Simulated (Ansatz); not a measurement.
# Where H_i (bond centre, by N) puts its levels in the gap of Be3N2 (P6_3/mmc), part 2 of 2

Charge states of H_i (bond centre, by N) in Be3N2 (P6_3/mmc), set against the band edges. Model: a cell of 120 host atoms with 1 H put in.

Ansatz; place-levels on PBEsol runs: charge-transition levels and formation energies with image-charge correction and potential alignment at the atomic sites.

So far. Step 3 (Placing the levels, PBEsol): Under PBEsol the gap is 3.25 eV, (+1/0) 3.22, (0/−1) 1.37 eV; the steps are inverted, so the lowest state changes at (+1/−1) 2.29 eV.

## (4) Effect of the sampling

The relaxations' own energies give the levels at their sampling, for comparison.

levels.relax_mesh.yaml

```yaml
host:
  run: host.relax.run
  levels_from: { run: edges.relax.run }
states: [qm1.relax.run, q0_M1.relax.run, qp1.relax.run]
chemical_potentials:
  H:
    energy: -15.609288
    dataset: "<sha256 of the dataset>"
```

Run with:

```sh
ansatz place-levels levels.relax_mesh.yaml -- --threads 4 --pin off --max-ram 7536MiB
```

Numbers of over 12 decimals in the logs are rounded to 6 here.

The log of the run:

```text
(+1/0) 3.262 eV above the valence edge, in the conduction band; not on the lower envelope
[...]
formation energy of charge +1: -0.058 eV with the Fermi level at the valence edge
formation energy of charge 0: +3.204 eV with the Fermi level at the valence edge
formation energy of charge -1: +4.448 eV with the Fermi level at the valence edge
  edges by pbesol of host.levels_from (edges.relax.run), its mesh sampled to repeats of 29.13 Å (the valence edge +0.273 eV and the conduction edge -1.053 eV from those of the host's own run), gap 3.247 eV; the host is sampled to repeats of 13.82 Å
[... the lines on each state left out ...]
```

Run time: 0.14 s. Hardware: 4 threads of Arm Neoverse V2, shared host.

Levels between neighbouring charges, in eV above the valence top:

|  | gap (eV) | (+1/0) | (0/−1) |
| --- | --- | --- | --- |
| one point at (¼, ¼, ¼) | 3.25 | 3.26 | 1.24 |
| a 2×2×2 shifted mesh | 3.25 | 3.22 | 1.37 |

Going from one point at (¼, ¼, ¼) to a 2×2×2 shifted mesh moves the levels that carry no band-filling term by up to 0.12 eV and formation energies against the elements by up to 0.11 eV.

## (5) Placing the levels, r2SCAN

r2SCAN on the same structure is run to see how far the result rests on the functional, though not on the errors that semilocal functionals share; the sampling changes too, to one point at (¼, ¼, ¼), so differences hold both changes.

qm1.r2scan/input.yaml

```yaml
crystal:
  checkpoint: "../qm1.relax.run"
  host: checkpoint
total_charge: -1
basis:
  ecutwfc: 500
  xc_grid: 2
hamiltonian:
  xc: r2scan
kpoints:
  mp_grid: { grid: [1, 1, 1], shift: [0.25, 0.25, 0.25] }
scf:
  occupations: { method: fermi_dirac, width: 0.01 }
  max_iter: 60
output:
  forces: true
  eigenvalues: true
  charged_corrections:
    epsilon: [4.54, 4.54, 5.47]
    static_epsilon: [11.71, 11.71, 32.82]
    defect_position: [0.5, 0.583333, 0.539243]
checkpoint:
  write: "../qm1.r2scan.run"
  compress: false
  write_wavefunctions: false
  write_every: 100000
```

The job ended after 26 s (4 threads; peak memory 2.1 GiB).

levels.r2scan.yaml

```yaml
host:
  run: host.r2scan.run
  levels_from: { run: edges.r2scan.run }
states: [qm1.r2scan.run, q0_M1.r2scan.run, qp1.r2scan.run]
geometry_from:
  qm1.r2scan.run: qm1.relax.run
  q0_M1.r2scan.run: q0_M1.relax.run
  qp1.r2scan.run: qp1.relax.run
  host.r2scan.run: host.relax.run
chemical_potentials:
  H:
    energy: -15.945667
    dataset: "<sha256 of the dataset>"
```

Run with:

```sh
ansatz place-levels levels.r2scan.yaml -- --threads 4 --pin off --max-ram 7536MiB
```

The log of the run:

```text
[...]
formation energy of charge +1: -0.000 eV with the Fermi level at the valence edge
formation energy of charge 0: +3.608 eV with the Fermi level at the valence edge
formation energy of charge -1: +5.167 eV with the Fermi level at the valence edge
  edges by r2scan of host.levels_from (edges.r2scan.run), its mesh sampled to repeats of 29.13 Å (the valence edge +0.275 eV and the conduction edge -1.072 eV from those of the host's own run), gap 4.026 eV; the host is sampled to repeats of 13.82 Å
[... the lines on each state left out ...]
```

Elapsed: 0.24 s, on 4 threads.

Under r2SCAN the gap is 4.03 eV, (+1/0) 3.61, (0/−1) 1.56 eV; the steps are inverted, so the lowest state changes at (+1/−1) 2.58 eV.

## (6) Another choice

In this try the input is made faulty on purpose, to show what that does.

A choice is tested by changing it alone.

levels.try0.yaml is levels.point.yaml with these lines changed:

```diff
-static_epsilon: [11.71, 11.71, 32.82]
+static_epsilon: [4.54, 4.54, 5.47]
```

Run with:

```sh
ansatz place-levels levels.try0.yaml -- --threads 4 --pin off --max-ram 7536MiB
```

The log of the run:

```text
[...]
formation energy of charge +1: +0.196 eV with the Fermi level at the valence edge
formation energy of charge 0: +3.191 eV with the Fermi level at the valence edge
formation energy of charge -1: +4.637 eV with the Fermi level at the valence edge
vertical -1 to 0: no energy, since no alignment is typed
vertical +1 to 0: no energy, since no alignment is typed
[...]
[... the lines on each state left out ...]
```

The change: the electronic dielectric constant for relaxed ions.

Levels in eV above the valence top; the changed ones are not the defect's:

|  | gap (eV) | (+1/0) | (0/−1) |
| --- | --- | --- | --- |
| changed | 3.25 | 3.00 | 1.45 |
| as set up | 3.25 | 3.22 | 1.37 |

The largest shift is 0.22 eV.

## (7) The ladder

Levels between neighbouring charges, in eV above each run's own valence top:

|  | gap (eV) | (+1/0) | (0/−1) | CPU time a state at this stage (restarts are quicker than cold starts) |
| --- | --- | --- | --- | --- |
| PBEsol, 2×2×2 shifted mesh | 3.25 | 3.22 | 1.37 | 8.6 min |
| r2SCAN on PBEsol structures, (¼, ¼, ¼) | 4.03 | 3.61 | 1.56 | 2.9 min |

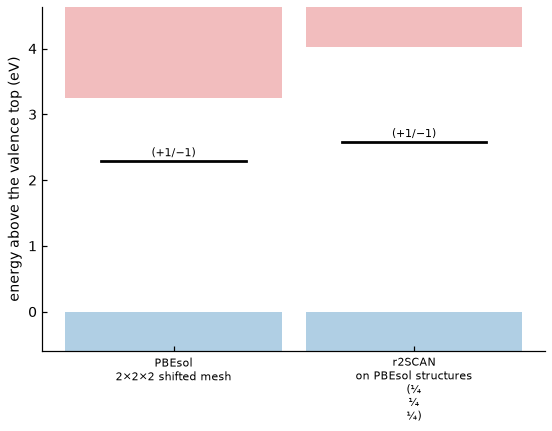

Levels between stable charges at each rung, each against its own band edges (shaded).

## (8) Summary of results

| Quantity | Value |
| --- | --- |
| gap of the host | 3.25 eV (PBEsol) |
| level (plus 1/0) | 3.22 eV above the valence top, not a change between lowest states |
| level (0/minus 1) | 1.37 eV above the valence top, not a change between lowest states |
| level (plus 1/minus 1) | 2.29 eV above the valence top |
| lowest of the charges placed, just above the valence top (0.02 eV) | +1 |
| lowest of the charges placed, just below the conduction bottom (0.02 eV) | −1 |
| lowest formation energy at mid-gap of the charges run, elemental references | 1.60 eV |

**Reading.** Of the charges placed (−1, 0 and +1), the lowest changes at 2.29 eV (+1/−1) above the valence top, in a gap of 3.25 eV. (+1/−1) passes over charge 0, which lies 0.92 eV above the two there; a lower structure or spin state of it, if missed, would change that. Charges above +1 and below −1 were not placed, so these runs say nothing of levels that involve them. States placed: +1 at 0 μB; 0 at 1 μB; −1 at 0 μB. Other spin states or structures, where not listed, weren't placed. At charge −1, 0 and +1 the atom put in ends up to 1.7 Å from its starting place, so the name tells the start alone and the levels can join different sites. H is taken at its element; compounds, which aren't counted here, bound the chemical potentials and would shift these formation energies. Going from one point at (¼, ¼, ¼) to a 2×2×2 shifted mesh moves the levels that carry no band-filling term by up to 0.12 eV and formation energies against the elements by up to 0.11 eV. Limits: PBEsol makes the gap too small and tends to spread out bound carriers; where a gas molecule sets a chemical potential or the host's formation energy, its binding is uncorrected.

[Logs are printed without paths, hosts, clocks, repeated set-up lines and the standing remarks that a program may print on its own settings, such as how far it seeks lower states.]

[Hosts, paths, dates, database ids (printed as entryN), source tags and the programs' standing remarks are cut or masked in the printed files.]

[Where a table of states has a column of steps, it counts the stored structures, which are thinned; the runs took as many ionic steps or more.]

[A defect's name tells the site on which it was built; relaxed atoms can leave that site.]

[For some hosts the program warned that the k-mesh of the response run may be too coarse for force constants and the static dielectric constant; such warnings are not shown here.]
